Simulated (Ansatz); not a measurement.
**Run report: CH₈AlNS, geometry relaxation (part 2 of 2)**

Continued. System: CH₈AlNS. Method: RKS PBE0-D4/STO-3G (Ansatz 0.2.0). It belongs to a series of runs on one base structure; here: end point A relaxed.

Geometry of the input (Å):
```
Al -0.7681  1.3983  -0.4498
N  -0.3750  -0.3992  -0.4869
C  -0.9268  -1.3920  0.4512
H  -0.3381  2.1921  -1.6415
H  -1.4617  1.9000  0.7747
H  1.7154  -0.0034  0.4195
S  2.5653  1.0165  0.7158
H  -0.0809  -0.8746  -1.3655
H  -1.8296  -1.9139  0.0741
H  -1.2111  -0.8931  1.3917
H  -0.1901  -2.1765  0.7061
H  2.9007  1.1458  -0.5894
```

**Trajectory as extended XYZ, continued**
```
12
Properties=species:S:1:pos:R:3:forces:R:3 step=5 energy=-19848.76222
Al   -0.3060    1.3493   -0.3232    0.3211   1.0254   0.3425
N    -0.1682   -0.4437   -0.4220    0.8064  -0.9980   0.1504
C    -0.8838   -1.3938    0.4584   -0.1918  -0.0793   0.0413
H    -0.1217    2.0996   -1.6064   -0.0704  -0.0825  -0.0486
H    -1.1048    1.8518    0.8414   -0.0451  -0.0341  -0.0847
H     1.3454   -0.0497    0.2782   -0.8325  -0.8479  -0.5068
S     1.9056    1.2028    0.5718    0.3302   0.8694  -0.0814
H    -0.0489   -0.9015   -1.3514   -0.0681   0.0297  -0.0137
H    -1.8188   -1.8018    0.0230    0.0534   0.0863  -0.0044
H    -1.1595   -0.8878    1.3975    0.0241   0.0007   0.0035
H    -0.2520   -2.2637    0.7269   -0.0637   0.0337  -0.0384
H     2.6126    1.2384   -0.5942   -0.2636  -0.0034   0.2402
12
Properties=species:S:1:pos:R:3:forces:R:3 step=7 energy=-19849.37271
Al   -0.1447    1.3931   -0.2665   -1.0054   1.1957  -0.1241
N     0.0401   -0.4935   -0.3494   -0.7791   0.1525   1.7557
C    -0.8495   -1.3787    0.4731   -0.1341  -0.5277   0.3934
H    -0.1652    2.0217   -1.6372    0.0215  -0.2131   0.1542
H    -1.1068    1.8077    0.8105   -0.0520  -0.1517  -0.1496
H     1.1110   -0.1728    0.1561   -0.3884  -1.0106  -0.4938
S     1.8588    1.2165    0.5817    1.0742   0.6218   0.5735
H     0.0415   -0.9103   -1.2710    0.5955  -0.7272  -1.7945
H    -1.8254   -1.5974   -0.0217    0.5251   0.2754   0.0543
H    -1.0700   -0.8866    1.4357    0.0742  -0.0110  -0.0834
H    -0.3630   -2.3585    0.6946   -0.1621   0.4354  -0.1513
H     2.4733    1.3586   -0.6060    0.2306  -0.0394  -0.1346
12
Properties=species:S:1:pos:R:3:forces:R:3 step=9 energy=-19849.56235
Al   -0.1437    1.4314   -0.2504   -0.5476   0.6474  -0.1593
N     0.0145   -0.4794   -0.3650   -0.2455   0.1498   1.1907
C    -0.8340   -1.3620    0.4857   -0.4810  -0.5379   0.2315
H    -0.1823    1.9976   -1.6383    0.0003  -0.0037   0.0281
H    -1.1643    1.7502    0.8007    0.0126   0.0058  -0.0654
H     1.0412   -0.2251    0.1129   -0.1014  -0.6191  -0.2687
S     1.8681    1.2317    0.5888    0.5953   0.3417   0.4360
H     0.0731   -0.9233   -1.2838    0.3897  -0.4583  -1.1871
H    -1.8136   -1.5440   -0.0063    0.3244   0.0711   0.1666
H    -1.0287   -0.8694    1.4535    0.0970  -0.0073  -0.1068
H    -0.3564   -2.3481    0.6825   -0.1100   0.3671  -0.1263
H     2.5261    1.3403   -0.5804    0.0662   0.0434  -0.1393
12
Properties=species:S:1:pos:R:3:forces:R:3 step=10 energy=-19849.64780
Al   -0.1291    1.4806   -0.2604   -0.1315  -0.1009   0.0675
N    -0.0121   -0.4924   -0.3608   -0.2657   0.3744   0.4342
C    -0.8483   -1.3906    0.4957   -0.0753  -0.1606   0.2742
H    -0.1217    2.0174   -1.6600   -0.0810  -0.0313   0.0074
H    -1.1792    1.7889    0.7629   -0.0390   0.0218  -0.0855
H     0.9910   -0.3091    0.0925    0.1031  -0.1454   0.0103
S     1.8671    1.2611    0.6080    0.2568   0.1482   0.0913
H     0.0936   -0.9370   -1.2883    0.1333  -0.2735  -0.6700
H    -1.8533   -1.5396    0.0568    0.2330   0.0735   0.0510
H    -0.9581   -0.9079    1.4820   -0.0581  -0.0880  -0.0957
H    -0.3631   -2.3770    0.6394   -0.1517   0.1736  -0.0775
H     2.5132    1.4056   -0.5678    0.0761   0.0083  -0.0072
12
Properties=species:S:1:pos:R:3:forces:R:3 step=12 energy=-19849.67048
Al   -0.1086    1.4617   -0.2428    0.0538   0.2322  -0.0721
N     0.0066   -0.4970   -0.3267   -0.0303  -0.2412   0.0404
C    -0.8663   -1.3946    0.5043    0.0433  -0.0470   0.0223
H    -0.1643    1.9385   -1.6631   -0.0115  -0.0173  -0.0144
H    -1.1914    1.7940    0.7369    0.0244  -0.0423   0.0414
H     1.0138   -0.3900    0.1039   -0.0121   0.0779   0.0032
S     1.9103    1.3357    0.5913   -0.0082  -0.0419   0.0443
H     0.0990   -0.9291   -1.2775    0.0384   0.0137  -0.0536
H    -1.8681   -1.4588    0.0554   -0.0394   0.0280  -0.0218
H    -0.9573   -0.9648    1.5125    0.0153   0.0254   0.0079
H    -0.4425   -2.4099    0.5809   -0.0082   0.0157   0.0031
H     2.5686    1.5142   -0.5751   -0.0654  -0.0031  -0.0008
12
Properties=species:S:1:pos:R:3:forces:R:3 step=14 energy=-19849.67514
Al   -0.1127    1.4713   -0.2499   -0.0139  -0.0310  -0.0066
N     0.0075   -0.5014   -0.3362    0.0235   0.0270   0.0286
C    -0.8624   -1.3932    0.5020    0.0177   0.0155   0.0021
H    -0.1671    1.9536   -1.6684   -0.0053  -0.0008   0.0038
H    -1.1853    1.7829    0.7478   -0.0001  -0.0037  -0.0021
H     1.0114   -0.3658    0.1069   -0.0390  -0.0003  -0.0112
S     1.8979    1.3236    0.6008    0.0305   0.0026  -0.0228
H     0.1149   -0.9375   -1.2842    0.0092  -0.0075  -0.0066
H    -1.8680   -1.4588    0.0590    0.0041   0.0098  -0.0016
H    -0.9465   -0.9510    1.5061   -0.0016  -0.0041  -0.0030
H    -0.4390   -2.4076    0.5884   -0.0100  -0.0037  -0.0051
H     2.5494    1.4839   -0.5724   -0.0150  -0.0039   0.0245
12
Properties=species:S:1:pos:R:3:forces:R:3 step=16 energy=-19849.67567
Al   -0.1156    1.4685   -0.2520    0.0214  -0.0066   0.0049
N     0.0149   -0.5013   -0.3302   -0.0105  -0.0124   0.0019
C    -0.8630   -1.3916    0.5006    0.0092   0.0070  -0.0089
H    -0.1762    1.9458   -1.6716   -0.0012   0.0023  -0.0029
H    -1.1879    1.7786    0.7462   -0.0018  -0.0035   0.0015
H     1.0140   -0.3623    0.1196    0.0012   0.0044   0.0010
S     1.8981    1.3325    0.5981   -0.0141   0.0058   0.0045
H     0.1322   -0.9398   -1.2761    0.0006   0.0041  -0.0012
H    -1.8717   -1.4337    0.0623   -0.0090   0.0008  -0.0035
H    -0.9350   -0.9635    1.5113    0.0008   0.0058   0.0091
H    -0.4564   -2.4139    0.5688   -0.0001  -0.0094   0.0013
H     2.5464    1.4805   -0.5771    0.0034   0.0016  -0.0077
```

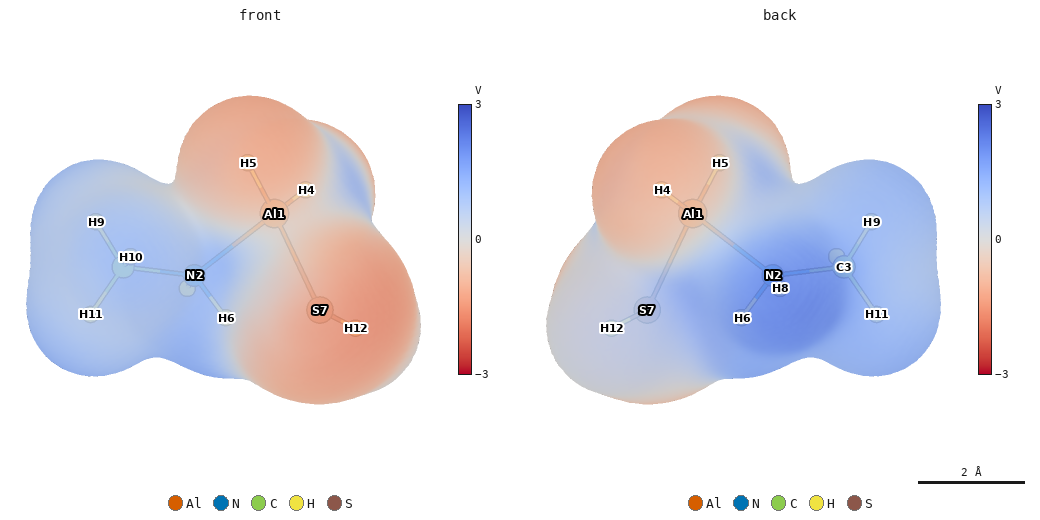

Figure 1. The electrostatic potential painted on the density surface at 0.002 e/bohr³, seen face on and from behind; red is negative and blue positive.

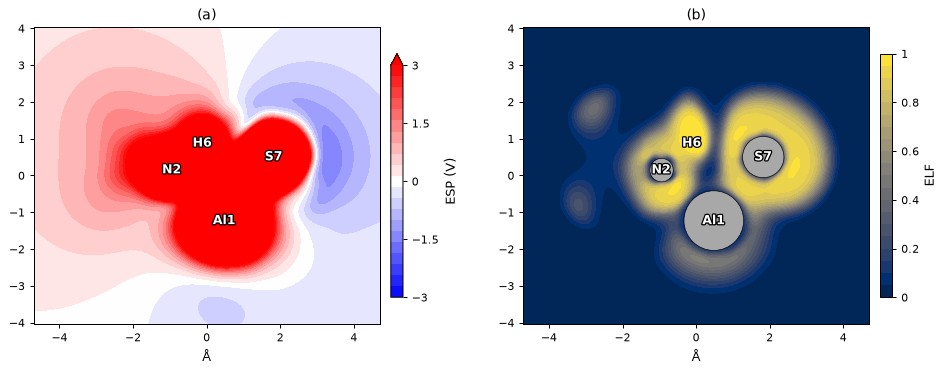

Figure 2. (a) electrostatic potential; (b) electron localisation function on the plane of atoms Al1, N2 and H6. Grey discs, where drawn, cover atomic cores. Atoms in the plane: Al, N, H and S. Al–N (1.98 Å): the ELF peaks at about 0.95 in the valence shell of N, 0.6 Å from its nucleus, and is about 0.65 at the midpoint. Al–S (2.19 Å): the ELF peaks at about 0.90 in the valence shell of S, 1.0 Å from its nucleus, and is about 0.90 at the midpoint.

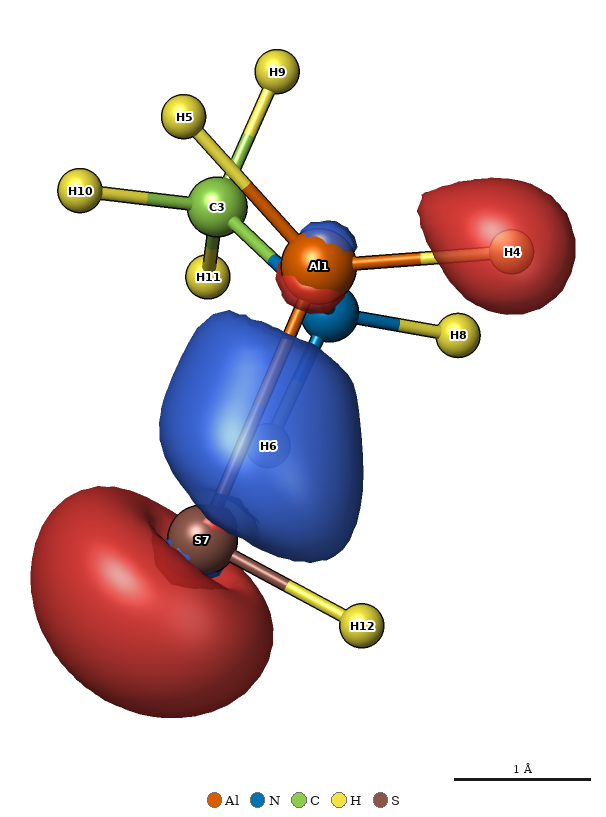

Figure 3. One frontier orbital at ±0.2 Å⁻³ᐟ² (blue and red are the two phases), seen at an oblique angle. The HOMO−1, at −4.15 eV.

**Key numbers**

```tsv
quantity	value
outcome	converged
total energy	−19849.6757 eV
mean-field energy	−19849.4632 eV
largest force (length of the vector) at the end	0.023 eV/Å
hardware	1 thread of Intel Xeon (Sapphire Rapids), 176 GiB of memory available, shared host
wall time	34 s
peak memory	0.16 GiB
```
